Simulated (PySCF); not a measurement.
# C2H7FSi2: NMR shifts at several levels of theory, part 2 of 2

PySCF 2.14.0. Atoms count from 0.

## (8) NMR shieldings: KT2/pcSseg-2

What the job is given:

```
{"job": {"kind": "nmr", "xc": "KT2", "basis": "pcSseg-2", "pop": false}, "charge": 0, "multiplicity": 1}
F      2.577584     0.150572     1.453043
Si     2.378575    -0.434820    -0.054163
C      0.568748    -0.294041    -0.465758
C     -0.325334     0.207687     0.405189
Si    -2.157946     0.378982     0.046714
H      2.840500    -1.852055    -0.064951
H      3.220134     0.374518    -0.980749
H      0.222598    -0.632554    -1.453750
H      0.045407     0.539504     1.386135
H     -2.963049    -0.387373     1.047125
H     -2.575826     1.812870     0.124477
H     -2.434138    -0.146364    -1.324695
```

Level: GIAO KT2/pcSseg-2 NMR shielding, non-relativistic, gas phase.

The log of the run:

```text
coarse grid: 10848 points
cycle   1  E = -766.9954653020  dE =  1.421e-01  |g| = 7.749e-01  |ddm| = 2.538e+00
cycle   2  E = -766.5973991084  dE =  3.981e-01  |g| = 1.697e+00  |ddm| = 1.682e+00
cycle   3  E = -767.0970886563  dE = -4.997e-01  |g| = 1.678e-01  |ddm| = 1.347e+00
cycle   4  E = -767.1006938010  dE = -3.605e-03  |g| = 1.107e-01  |ddm| = 1.946e-01
cycle   5  E = -767.1036964707  dE = -3.003e-03  |g| = 3.774e-02  |ddm| = 9.395e-02
cycle   6  E = -767.1040158286  dE = -3.194e-04  |g| = 1.474e-02  |ddm| = 3.120e-02
cycle   7  E = -767.1040798603  dE = -6.403e-05  |g| = 2.368e-03  |ddm| = 1.325e-02
cycle   8  E = -767.1040809772  dE = -1.117e-06  |g| = 4.977e-04  |ddm| = 2.187e-03
final grid: 95480 points
cycle   9  E = -767.1349292801  dE = -2.332e-04  |g| = 2.546e-02  |ddm| = 1.334e-01
cycle  10  E = -767.1347155541  dE =  2.137e-04  |g| = 4.253e-02  |ddm| = 3.487e-02
cycle  11  E = -767.1350046370  dE = -2.891e-04  |g| = 6.468e-03  |ddm| = 2.618e-02
cycle  12  E = -767.1350097056  dE = -5.069e-06  |g| = 1.947e-03  |ddm| = 4.197e-03
cycle  13  E = -767.1350107229  dE = -1.017e-06  |g| = 5.077e-04  |ddm| = 1.557e-03
cycle  14  E = -767.1350107885  dE = -6.564e-08  |g| = 1.629e-04  |ddm| = 4.425e-04
cycle  15  E = -767.1350107948  dE = -6.264e-09  |g| = 4.788e-05  |ddm| = 1.475e-04
cycle  16  E = -767.1350107955  dE = -7.515e-10  |g| = 3.803e-06  |ddm| = 5.104e-05
converged SCF energy = -767.1350107955

GIAO shielding tensors (ppm)
atom      isotropic    diamagn.    paramagn.     s11        s22        s33       span
  0 F      393.387     468.921     -75.534    365.904    401.697    412.561     46.657
  1 Si     364.414     877.782    -513.368    320.018    327.732    445.494    125.476
  2 C       32.200     257.889    -225.689    -79.692     31.587    144.704    224.396
  3 C       33.885     256.904    -223.019    -88.165      9.257    180.564    268.729
  4 Si     418.856     880.723    -461.866    366.482    419.583    470.504    104.022
  5 H       25.710      27.510      -1.800     23.013     24.230     29.888      6.875
  6 H       25.715      27.528      -1.813     23.010     24.237     29.899      6.890
  7 H       24.318      32.655      -8.337     21.188     24.795     26.970      5.783
  8 H       23.968      32.568      -8.600     20.054     23.179     28.671      8.617
  9 H       26.745      28.259      -1.514     24.173     25.032     31.031      6.859
 10 H       26.743      28.268      -1.525     24.186     25.017     31.026      6.841
 11 H       27.105      29.025      -1.920     24.635     26.041     30.638      6.002
```

It took 44 s on 1 thread of Arm Neoverse V2, shared host; peak memory 0.91 GiB.

In short: δ C2 150.1, C3 148.4, F0 -257.0, Si1 -13.4, H8 7.21, H7 6.86 ppm.

## (9) Shielding tensors: KT3/pcSseg-2

Same as in step 8 but for these lines:

```diff
@@ -1,2 +1,2 @@
-{"job": {"kind": "nmr", "xc": "KT2", "basis": "pcSseg-2", "pop": false}, "charge": 0, "multiplicity": 1}
+{"job": {"kind": "nmr", "xc": "KT3", "basis": "pcSseg-2", "pop": false}, "charge": 0, "multiplicity": 1}
 F      2.577584     0.150572     1.453043
```

With the program's defaults for keys left out, this is: GIAO KT3/pcSseg-2 NMR shielding, non-relativistic, gas phase.

The log of the run:

```text
coarse grid: 10848 points
cycle   1  E = -766.3333260245  dE =  1.236e-01  |g| = 7.939e-01  |ddm| = 2.544e+00
cycle   2  E = -765.9363321058  dE =  3.970e-01  |g| = 1.695e+00  |ddm| = 1.783e+00
cycle   3  E = -766.4414303795  dE = -5.051e-01  |g| = 1.653e-01  |ddm| = 1.437e+00
cycle   4  E = -766.4446941834  dE = -3.264e-03  |g| = 1.142e-01  |ddm| = 1.953e-01
cycle   5  E = -766.4478479714  dE = -3.154e-03  |g| = 4.029e-02  |ddm| = 9.447e-02
cycle   6  E = -766.4482266836  dE = -3.787e-04  |g| = 1.451e-02  |ddm| = 3.227e-02
cycle   7  E = -766.4482894460  dE = -6.276e-05  |g| = 2.125e-03  |ddm| = 1.336e-02
cycle   8  E = -766.4482904987  dE = -1.053e-06  |g| = 4.973e-04  |ddm| = 2.293e-03
final grid: 95480 points
cycle   9  E = -766.4737907394  dE = -2.340e-04  |g| = 2.654e-02  |ddm| = 1.099e-01
cycle  10  E = -766.4735909064  dE =  1.998e-04  |g| = 4.307e-02  |ddm| = 3.315e-02
cycle  11  E = -766.4738632367  dE = -2.723e-04  |g| = 6.486e-03  |ddm| = 2.563e-02
cycle  12  E = -766.4738680694  dE = -4.833e-06  |g| = 2.242e-03  |ddm| = 4.300e-03
cycle  13  E = -766.4738694843  dE = -1.415e-06  |g| = 3.236e-04  |ddm| = 1.581e-03
cycle  14  E = -766.4738695105  dE = -2.617e-08  |g| = 7.873e-05  |ddm| = 3.312e-04
cycle  15  E = -766.4738695124  dE = -1.921e-09  |g| = 2.616e-05  |ddm| = 9.781e-05
cycle  16  E = -766.4738695126  dE = -1.912e-10  |g| = 4.587e-06  |ddm| = 2.358e-05
converged SCF energy = -766.4738695126

GIAO shielding tensors (ppm)
atom      isotropic    diamagn.    paramagn.     s11        s22        s33       span
  0 F      393.411     470.111     -76.700    372.710    398.681    408.844     36.134
  1 Si     376.275     877.071    -500.796    334.380    344.107    450.338    115.958
  2 C       33.717     257.479    -223.762    -79.398     33.862    146.688    226.085
  3 C       34.227     256.310    -222.083    -88.536     12.398    178.820    267.356
  4 Si     423.421     879.971    -456.550    373.772    424.955    471.536     97.765
  5 H       26.118      27.920      -1.802     23.409     24.644     30.301      6.892
  6 H       26.123      27.939      -1.816     23.405     24.651     30.312      6.907
  7 H       24.518      32.987      -8.470     21.275     25.025     27.253      5.979
  8 H       24.127      32.834      -8.707     20.099     23.437     28.844      8.746
  9 H       27.092      28.729      -1.636     24.582     25.408     31.286      6.704
 10 H       27.089      28.743      -1.654     24.596     25.391     31.281      6.685
 11 H       27.419      29.619      -2.200     24.945     26.419     30.891      5.946
```

Wall time 44 s (1 thread of Arm Neoverse V2, shared host); peak memory 0.91 GiB.

Key values: δ C2 147.6, C3 147.1, F0 -246.5, Si1 -18.0, H8 7.23, H7 6.84 ppm.

## (10) NMR shieldings: B97-D/pcSseg-2

Same as in step 9 but for these lines:

```diff
@@ -1,2 +1,2 @@
-{"job": {"kind": "nmr", "xc": "KT3", "basis": "pcSseg-2", "pop": false}, "charge": 0, "multiplicity": 1}
+{"job": {"kind": "nmr", "xc": "B97-D", "basis": "pcSseg-2", "pop": false}, "charge": 0, "multiplicity": 1}
 F      2.577584     0.150572     1.453043
```

With the program's defaults for keys left out, this is: GIAO B97-D/pcSseg-2 NMR shielding, non-relativistic, gas phase.

The log of the run:

```text
coarse grid: 10848 points
cycle   1  E = -759.1641632361  dE =  9.563e-02  |g| = 7.498e-01  |ddm| = 2.541e+00
cycle   2  E = -758.8461995190  dE =  3.180e-01  |g| = 1.551e+00  |ddm| = 1.496e+00
cycle   3  E = -759.2621762817  dE = -4.160e-01  |g| = 1.578e-01  |ddm| = 1.160e+00
cycle   4  E = -759.2655066591  dE = -3.330e-03  |g| = 9.647e-02  |ddm| = 1.631e-01
cycle   5  E = -759.2676196502  dE = -2.113e-03  |g| = 3.873e-02  |ddm| = 8.074e-02
cycle   6  E = -759.2679714441  dE = -3.518e-04  |g| = 1.259e-02  |ddm| = 2.925e-02
cycle   7  E = -759.2680194490  dE = -4.800e-05  |g| = 2.134e-03  |ddm| = 1.186e-02
cycle   8  E = -759.2680204888  dE = -1.040e-06  |g| = 4.221e-04  |ddm| = 2.100e-03
final grid: 95480 points
cycle   9  E = -759.2653622728  dE = -8.288e-05  |g| = 1.933e-02  |ddm| = 5.886e-02
cycle  10  E = -759.2652222598  dE =  1.400e-04  |g| = 3.558e-02  |ddm| = 2.561e-02
cycle  11  E = -759.2654098441  dE = -1.876e-04  |g| = 2.661e-03  |ddm| = 1.891e-02
cycle  12  E = -759.2654101046  dE = -2.605e-07  |g| = 1.736e-03  |ddm| = 2.438e-03
cycle  13  E = -759.2654109680  dE = -8.633e-07  |g| = 1.187e-04  |ddm| = 1.141e-03
cycle  14  E = -759.2654109704  dE = -2.398e-09  |g| = 6.534e-05  |ddm| = 1.649e-04
cycle  15  E = -759.2654109715  dE = -1.134e-09  |g| = 1.907e-05  |ddm| = 7.028e-05
cycle  16  E = -759.2654109716  dE = -9.777e-11  |g| = 3.279e-06  |ddm| = 1.783e-05
converged SCF energy = -759.2654109716

GIAO shielding tensors (ppm)
atom      isotropic    diamagn.    paramagn.     s11        s22        s33       span
  0 F      393.571     468.874     -75.304    372.501    399.725    408.486     35.985
  1 Si     357.776     875.987    -518.210    313.977    327.163    432.188    118.211
  2 C       25.511     256.521    -231.010    -91.687     23.222    144.998    236.685
  3 C       25.703     255.621    -229.918   -101.229      1.011    177.326    278.555
  4 Si     403.772     878.893    -475.121    351.572    406.222    453.521    101.948
  5 H       26.097      27.979      -1.882     23.388     24.652     30.251      6.863
  6 H       26.102      27.997      -1.895     23.384     24.659     30.262      6.878
  7 H       24.447      32.713      -8.266     20.853     25.127     27.362      6.508
  8 H       24.063      32.608      -8.545     19.631     23.597     28.961      9.330
  9 H       27.064      28.779      -1.715     24.584     25.420     31.189      6.604
 10 H       27.062      28.786      -1.724     24.600     25.403     31.183      6.583
 11 H       27.397      29.469      -2.072     24.940     26.426     30.826      5.886
```

Wall time 44 s (1 thread of Arm Neoverse V2, shared host); peak memory 0.91 GiB.

Key values: δ C2 153.5, C3 153.3, F0 -239.4, Si1 -21.2, H8 7.33, H7 6.95 ppm.

## (11) NMR shieldings: B3LYP/pcSseg-2

Same as in step 10 but for these lines:

```diff
@@ -1,2 +1,2 @@
-{"job": {"kind": "nmr", "xc": "B97-D", "basis": "pcSseg-2", "pop": false}, "charge": 0, "multiplicity": 1}
+{"job": {"kind": "nmr", "xc": "B3LYP", "basis": "pcSseg-2", "pop": false}, "charge": 0, "multiplicity": 1}
 F      2.577584     0.150572     1.453043
```

Level: GIAO B3LYP/pcSseg-2 NMR shielding, non-relativistic, gas phase.

The log of the run:

```text
coarse grid: 10848 points
cycle   1  E = -759.3633647259  dE =  9.345e-02  |g| = 6.592e-01  |ddm| = 2.480e+00
cycle   2  E = -759.2431223126  dE =  1.202e-01  |g| = 1.093e+00  |ddm| = 9.867e-01
cycle   3  E = -759.4380446402  dE = -1.949e-01  |g| = 9.457e-02  |ddm| = 6.599e-01
cycle   4  E = -759.4392312912  dE = -1.187e-03  |g| = 4.692e-02  |ddm| = 8.202e-02
cycle   5  E = -759.4397413223  dE = -5.100e-04  |g| = 1.472e-02  |ddm| = 3.797e-02
cycle   6  E = -759.4397867190  dE = -4.540e-05  |g| = 5.506e-03  |ddm| = 1.145e-02
cycle   7  E = -759.4397948828  dE = -8.164e-06  |g| = 5.969e-04  |ddm| = 4.103e-03
final grid: 95480 points
cycle   8  E = -759.4463055798  dE = -3.319e-05  |g| = 4.474e-03  |ddm| = 2.618e-02
cycle   9  E = -759.4463015212  dE =  4.059e-06  |g| = 5.846e-03  |ddm| = 7.184e-03
cycle  10  E = -759.4463102774  dE = -8.756e-06  |g| = 6.542e-04  |ddm| = 4.306e-03
cycle  11  E = -759.4463103324  dE = -5.493e-08  |g| = 2.904e-04  |ddm| = 4.895e-04
cycle  12  E = -759.4463103502  dE = -1.782e-08  |g| = 8.832e-05  |ddm| = 2.158e-04
cycle  13  E = -759.4463103518  dE = -1.595e-09  |g| = 3.741e-05  |ddm| = 7.155e-05
cycle  14  E = -759.4463103521  dE = -2.794e-10  |g| = 3.919e-06  |ddm| = 2.189e-05
converged SCF energy = -759.4463103521

GIAO shielding tensors (ppm)
atom      isotropic    diamagn.    paramagn.     s11        s22        s33       span
  0 F      395.727     468.925     -73.198    375.728    402.329    409.124     33.396
  1 Si     345.947     874.848    -528.902    303.176    315.212    419.452    116.276
  2 C       18.817     255.950    -237.133   -108.479     18.740    146.189    254.668
  3 C       17.812     255.218    -237.406   -119.914     -5.471    178.821    298.735
  4 Si     392.936     877.614    -484.678    339.849    395.843    443.118    103.269
  5 H       26.165      27.842      -1.677     23.439     24.680     30.376      6.938
  6 H       26.169      27.859      -1.690     23.434     24.687     30.387      6.953
  7 H       24.436      32.705      -8.269     20.663     25.090     27.557      6.894
  8 H       24.006      32.608      -8.601     19.340     23.551     29.129      9.788
  9 H       27.086      28.569      -1.483     24.567     25.390     31.301      6.734
 10 H       27.084      28.572      -1.488     24.583     25.374     31.295      6.712
 11 H       27.363      29.181      -1.818     24.823     26.392     30.875      6.052
```

Wall time 37 s (1 thread of Arm Neoverse V2, shared host); peak memory 1.1 GiB.

In short: δ C3 161.4, C2 160.4, F0 -226.0, Si1 -21.3, H8 7.38, H7 6.95 ppm.

## (12) Run by run: NMR shifts

Shifts (ppm) of some atoms, chosen among heavy atoms and hydrogens apart, means over like atoms, with basis size and wall time:

```
           run     C3     C2    H5    H9      F0    Si1    Si4  functions  time
   HF/pcSseg-2  161.9  156.8  4.74  4.03  -169.2  -25.5  -59.1        292  21 s
  LDA/pcSseg-2  165.6  167.6  5.80  4.53  -253.7   -7.0  -72.7        292  35 s
  PBE/pcSseg-2  159.0  160.1  5.53  4.36  -247.6  -14.8  -69.3        292  44 s
 BLYP/pcSseg-2  158.9  159.3  5.40  4.28  -245.3  -22.4  -71.8        292  42 s
 BP86/pcSseg-2  158.3  159.3  5.51  4.36  -247.0  -15.8  -69.0        292  44 s
 OPBE/pcSseg-2  153.1  153.9  5.42  4.30  -239.1  -11.8  -63.0        292  44 s
  KT2/pcSseg-2  148.4  150.1  5.46  4.31  -257.0  -13.4  -67.9        292  44 s
  KT3/pcSseg-2  147.1  147.6  5.23  4.15  -246.5  -18.0  -65.2        292  44 s
B97-D/pcSseg-2  153.3  153.5  5.30  4.22  -239.4  -21.2  -67.2        292  44 s
B3LYP/pcSseg-2  161.4  160.4  5.22  4.21  -226.0  -21.3  -68.3        292  37 s
```

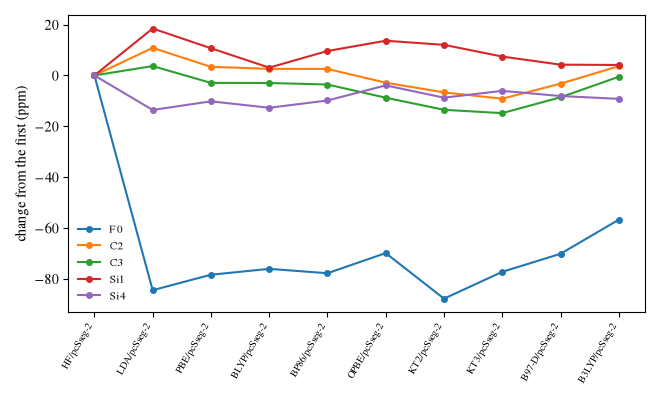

How five of the tabulated atoms move from run to run.

## (13) Outcome

What follows sums up all 2 parts.

| quantity | value |
| --- | --- |
| ¹³C shifts against TMS (HF/pcSseg-2) | 161.9, 156.8 ppm |
| ¹H shifts against TMS (HF/pcSseg-2, means over atoms taken as alike) | 7.40, 6.83, 4.74, 4.03 ppm |
| ¹⁹F shifts against CFCl3 (HF/pcSseg-2) | -169.2 ppm |
| ²⁹Si shifts against TMS (HF/pcSseg-2) | -25.5, -59.1 ppm |
| range of the shift of F0 | -257.0 to -169.2 ppm |

What this shows: Single values in the summary come from the first run of each kind that ended normally (HF/pcSseg-2), which need not be the best level. At HF/pcSseg-2: Shielding is most anisotropic at C3 (span 320 ppm, paramagnetic term -226 ppm). Across the 10 runs the shift of F0 moves most, between -257.0 (KT2/pcSseg-2) and -169.2 ppm (HF/pcSseg-2). Most of that comes from the computed reference, not from the atom's own shielding.
